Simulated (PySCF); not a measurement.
# C$_{4}$H$_{13}$FOSi$_{3}$ (SMILES C=C(F)[SiH2]O[SiH2][SiH](C)C): what the fields show

```yaml
atoms:
  - { symbol: C, position_ang: [4.0775, -0.2341, 0.5468] }
  - { symbol: C, position_ang: [3.5055, 0.6062, 1.3921] }
  - { symbol: F, position_ang: [4.2191, 0.9906, 2.4890] }
  - { symbol: Si, position_ang: [1.7785, 1.3816, 1.3000] }
  - { symbol: O, position_ang: [1.0886, 0.8310, -0.0447] }
  - { symbol: Si, position_ang: [0.1180, 0.0997, -1.1370] }
  - { symbol: Si, position_ang: [-1.7578, -0.6815, -0.0307] }
  - { symbol: C, position_ang: [-2.9367, 0.7417, 0.4540] }
  - { symbol: C, position_ang: [-2.7195, -1.8779, -1.1623] }
  - { symbol: H, position_ang: [3.5404, -0.5527, -0.3265] }
  - { symbol: H, position_ang: [5.0742, -0.6170, 0.6955] }
  - { symbol: H, position_ang: [1.8782, 2.8333, 1.1686] }
  - { symbol: H, position_ang: [0.9878, 0.9580, 2.4566] }
  - { symbol: H, position_ang: [0.9799, -0.9248, -1.7453] }
  - { symbol: H, position_ang: [-0.0852, 1.1473, -2.1475] }
  - { symbol: H, position_ang: [-1.4625, -1.4210, 1.2194] }
  - { symbol: H, position_ang: [-2.4280, 1.4790, 1.0692] }
  - { symbol: H, position_ang: [-3.7956, 0.3832, 1.0150] }
  - { symbol: H, position_ang: [-3.3154, 1.2570, -0.4250] }
  - { symbol: H, position_ang: [-2.1339, -2.7630, -1.3923] }
  - { symbol: H, position_ang: [-2.9799, -1.4072, -2.1064] }
  - { symbol: H, position_ang: [-3.6435, -2.2099, -0.6988] }
```

Geometry: GFN2-xTB.

All numbers below come from PBE0/pcSseg-1, SCF density, gas phase, non-relativistic (PySCF).

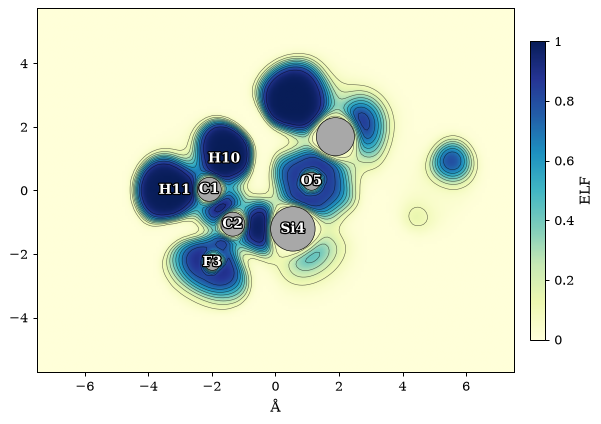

Figure 1. Electron localisation function on the plane of atoms F3, C2 and Si4. Grey discs cover the atomic cores.

Q: Interpret the plot.

A:
- Atoms in the plane: C, F, Si, O and H.
- C–C (1.32 Å): the ELF peaks at about 0.95 between the atoms: a multiple bond.
- C–F (1.36 Å): the ELF peaks at about 0.85 between the atoms (a polar covalent bond).
- Si–O (1.61 Å): the ELF peaks at about 0.85 between the atoms: a polar covalent bond.
- C–Si (1.90 Å): the ELF peaks at about 1 between the atoms (a covalent bond).
- C–H (1.07 Å): the ELF climbs to about 1 towards the hydrogen, as it does in any bond to H (a covalent bond by its length).
- The ELF also peaks beside F3, away from the bonds: lone-pair regions.

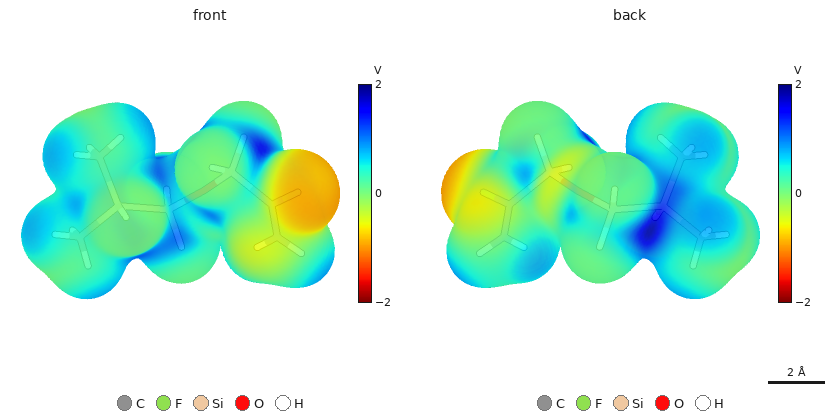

Figure 2. The molecular electrostatic potential painted on the density surface at 0.002 e/bohr³, seen from the front and from behind; red is negative and blue positive.

Q: Describe the electrostatic potential map.

A: The most negative region (about −0.9 V) lies over F3, the most positive (about +1.6 V) over Si6.
